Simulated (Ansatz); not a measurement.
# GaF (SMILES [F][Ga]) at 6 levels

Wanted: a comparison of 6 runs (HF/3-21G, B2PLYP/def2-TZVPPD, BHLYP/def2-TZVPPD, PBE/def2-TZVPPD, SVWN5/def2-TZVPPD, RPA@PBE0/def2-TZVPPD) of GaF. 

The calculation is run with Ansatz 0.2.0.

30 further runs of the same task are left out: 30 set aside as unsound or not needed.

## (1) The structure to begin with

The species is GaF (2 atoms), meant as a singlet with charge 0. As SMILES, `[F][Ga]`. The F1–Ga2 distance was set to 3.930 Å, away from the relaxed value.

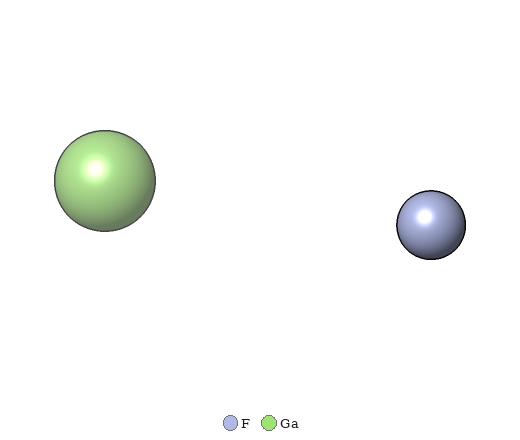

The structure, seen from a chosen angle (fluorine light blue, gallium green).

## (2) A single-point energy at HF/3-21G (run 1)

run.yaml

```yaml
crystal:
  periodic: [false, false, false]
  atoms:
    - {symbol: F, position_ang: [0.000000, -0.000000, -2.137550]}
    - {symbol: Ga, position_ang: [-0.000000, 0.000000, 1.792850]}
basis:
  gaussian:
    orbitals: 3-21G-spherical.json
hamiltonian:
  xc: hf
accuracy: high
output:
  orbitals: {seedname: orbitals}
```

The basis set 3-21G is read from a file made from the Basis Set Exchange's data (not shown).

Started as:

```
$ ansatz run run.yaml --threads 1 --pin off --max-ram 3480MiB --events-out events.jsonl --progress --plain --runs-dir runs
```

Output:

```text
Warning: RAYON_NUM_THREADS=1 ignored (pool sized by the plan → 1); use --threads N
Functional definition: HF
  name "HF"
  exchange = exact_x
  correlation = 0
381 factors; integrals over basis functions are off by at most 6.3e-9 eV
mean field evaluation 1: about -54761.4295 eV, gradient 4.0e1 eV
mean field evaluation 2: about -54761.4385 eV, gradient 4.0e1 eV
mean field evaluation 4: about -54763.4054 eV, gradient 1.0e1 eV
mean field evaluation 8: about -54764.1168 eV, gradient 1.3e0 eV
mean field evaluation 16: about -54764.1629 eV, gradient 5.4e-9 eV
mean field -54764.16291007 eV, -2012.5458664622 hartree, gradient 4.2e-8 eV, S^2 0.000000; 0 other end points of the search recorded, 0 dependent functions left out
reference -54764.16291007 eV, -2012.5458664622 hartree; 20, 20 occupied and 11, 11 virtual orbitals, 381 factors
Total energy: -54764.16291007 eV, -2012.5458664622 hartree
```

It took 0.14 s on 1 thread of Arm Neoverse V2, shared host.

## (3) A single-point energy at B2PLYP/def2-TZVPPD (run 2)

molecule.yaml

```yaml
crystal:
  periodic: [false, false, false]
  atoms:
    - symbol: F
      position_ang: [0.000000, -0.000000, -2.137550]
    - symbol: Ga
      position_ang: [-0.000000, 0.000000, 1.792850]
basis:
  gaussian: {orbitals: def2-TZVPPD.json}
magnetization: {spin_polarized: false, initial_magnetization: 0}
hamiltonian: {xc: {name: B2PLYP}}
correlation: {frozen_orbitals: {F: 1, Ga: 9}}
accuracy: high
output: {orbitals: {seedname: orbitals}}
```

The basis set def2-TZVPPD is read from a file made from the Basis Set Exchange's data (not shown).

Started as:

```
$ ansatz run molecule.yaml --threads 1 --pin off --max-ram 3480MiB --events-out events.jsonl --progress --plain --runs-dir runs
```

Output (excerpt; [...] marks lines left out):

```text
Warning: RAYON_NUM_THREADS=1 ignored (pool sized by the plan → 1); use --threads N
Functional definition: B2PLYP
  name "B2PLYP"
[...]
1124 factors; integrals over basis functions are off by at most 4.7e-9 eV
[...]
mean field -55077.70515556 eV, -2024.0683314576 hartree, gradient 9.2e-8 eV, S^2 0.000000; 0 other end points of the search recorded, 0 dependent functions left out; unrestricted orbitals would lower it
10 core orbitals not correlated: weight in the atoms' cores, before any rotation towards them, 1.000 or more for the frozen orbitals, at most 0.000 for the correlated occupied ones
reference -55077.70517551 eV, -2024.0683321904 hartree; 10, 10 occupied and 74, 74 virtual orbitals, 1124 factors
second order -15.68052731 eV of doubles, -0.00000000 eV of singles
Total energy: -55081.93891788 eV, -2024.2239193529 hartree
```

Run time: 5.4 s. Hardware: 1 thread of Arm Neoverse V2, shared host; peak memory 0.22 GiB.

Run 3 isn't shown in full; the table further down has it.

## (4) The energy at PBE/def2-TZVPPD (run 4)

input.yaml

```yaml
crystal:
  periodic: [false, false, false]
  atoms:
    - {symbol: F, position_ang: [0.000000, -0.000000, -2.137550]}
    - {symbol: Ga, position_ang: [-0.000000, 0.000000, 1.792850]}
basis:
  gaussian:
    orbitals: def2-TZVPPD.json
hamiltonian:
  xc: pbe
accuracy: high
output: {orbitals: {seedname: orbitals}}
```

The basis set def2-TZVPPD is read from a file made from the Basis Set Exchange's data (not shown).

Started as:

```
$ ansatz run input.yaml --threads 1 --pin off --max-ram 3480MiB --events-out events.jsonl --progress --plain --runs-dir runs
```

Output (excerpt; [...] marks lines left out):

```text
Warning: RAYON_NUM_THREADS=1 ignored (pool sized by the plan → 1); use --threads N
Functional definition: PBE
  name "PBE"
[...]
1124 factors; integrals over basis functions are off by at most 4.7e-9 eV
[...]
mean field -55083.18478146 eV, -2024.2697039949 hartree, gradient 4.2e-8 eV, S^2 0.000000; 6 other end points of the search recorded, 0 dependent functions left out
reference -55083.18478430 eV, -2024.2697040993 hartree; 20, 20 occupied and 74, 74 virtual orbitals, 1124 factors
Total energy: -55083.18478430 eV, -2024.2697040993 hartree
```

Run time: 8.1 s. Hardware: 1 thread of Arm Neoverse V2, shared host; peak memory 0.15 GiB.

Run 5 isn't shown in full; the table further down has it.

## (5) The energy at RPA@PBE0/def2-TZVPPD (run 6)

molecule.yaml

```yaml
crystal:
  periodic: [false, false, false]
  atoms:
    - {symbol: F, position_ang: [0.000000, -0.000000, -2.137550]}
    - {symbol: Ga, position_ang: [-0.000000, 0.000000, 1.792850]}
basis:
  gaussian:
    orbitals: def2-TZVPPD.json
hamiltonian:
  xc: pbe0
correlation:
  method: rpa
  frozen_orbitals: {F: 1, Ga: 9}
accuracy: high
```

The basis set def2-TZVPPD is read from a file made from the Basis Set Exchange's data (not shown).

Started as:

```
$ ansatz run molecule.yaml --threads 1 --pin off --max-ram 3480MiB --events-out events.jsonl --progress --plain --runs-dir runs
```

Output (excerpt; [...] marks lines left out):

```text
Warning: RAYON_NUM_THREADS=1 ignored (pool sized by the plan → 1); use --threads N
Functional definition: PBE0
  name "PBE0"
[...]
1124 factors; integrals over basis functions are off by at most 4.7e-9 eV
[...]
mean field -55083.53599362 eV, -2024.2826108037 hartree, gradient 2.0e-8 eV, S^2 0.000000; 2 other end points of the search recorded, 0 dependent functions left out; unrestricted orbitals would lower it
[...]
10 core orbitals not correlated: weight in the atoms' cores, before any rotation towards them, 1.000 or more for the frozen orbitals, at most 0.000 for the correlated occupied ones
reference -55037.24561600 eV, -2022.5814708032 hartree; 10, 10 occupied and 74, 74 virtual orbitals, 1124 factors
Total energy: -55054.92066520 eV, -2023.2310168807 hartree
```

Run time: 7.2 s. Hardware: 1 thread of Arm Neoverse V2, shared host; peak memory 0.22 GiB.

## (6) Overview of the runs

```tsv
run	level	frozen core orbitals	energy (Eh)	HOMO energy (eV)	LUMO energy (eV)	HOMO–LUMO gap (eV)	wall time
1	HF/3-21G	–	-2012.545866	-6.26	-0.99	5.27	0.14 s
2	B2PLYP/def2-TZVPPD	10	-2024.223919	-6.45	-3.28	3.18	5.4 s
3	BHLYP/def2-TZVPPD	–	-2024.567734	-6.51	-3.51	3.00	3.9 s
4	PBE/def2-TZVPPD	–	-2024.269704	-4.69	-4.40	0.29	8.1 s
5	SVWN5/def2-TZVPPD	–	-2020.989875	-4.89	-4.60	0.29	5.4 s
6	RPA@PBE0/def2-TZVPPD	10	-2023.231017	–	–	–	7.2 s
```

## (7) Summary of results

```
                               quantity           value
                    run 6: total energy  -2023.23102 Eh
run 6: RPA correlation energy (valence)      -649.5 mEh
```

What this shows: Over runs 1, 2, 3, 4, 5 the HOMO–LUMO gap runs from 0.29 eV (SVWN5/def2-TZVPPD) to 5.27 eV (HF/3-21G). The two ends differ in method and basis. Totals of different functionals can't be ranked against each other. In runs 2, 6 the log says that unrestricted orbitals would lower the reference, so the values rest on an unstable closed-shell determinant (other closed-shell runs at this shape may share the fault). All runs together took 30 s, the longest 8.1 s.
